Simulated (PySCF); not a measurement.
Vertical excitations of a molecule C3H8GeSi from TDDFT-LC-ωPBE/def2-SVPD run with PySCF 2.14.0, as energy in eV (oscillator strength): 6.19 (0.003), 6.44 (0.000), 6.49 (0.013), 7.02 (0.055), 7.27 (0.000), 7.42 (0.626), 7.47 (0.029), 7.53 (0.021), 7.63 (0.012), 7.68 (0.000). Lowest triplet (TDA): 4.05 eV. Geometry optimised at PBE0-D3(BJ)/def2-SVP. The values are those of a single conformer.

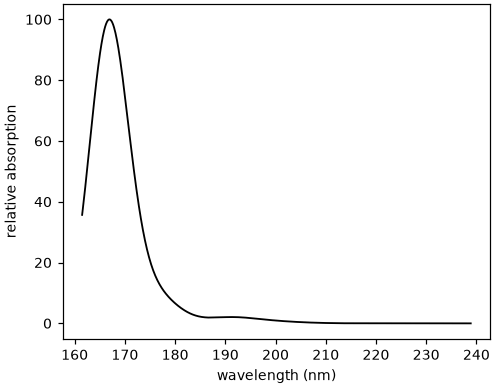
Fig. 1. The lines broadened by 0.4 eV.

Question: Pick the molecule that these values belong to.
A. C1=C[SiH2][GeH2][CH2]1
B. C=[C]1C[SiH2][GeH2]1
C. [SiH3]C1=[CH][GeH2][CH2]1
D. CC1=[CH][GeH2][SiH2]1

Answer: D, CC1=[CH][GeH2][SiH2]1
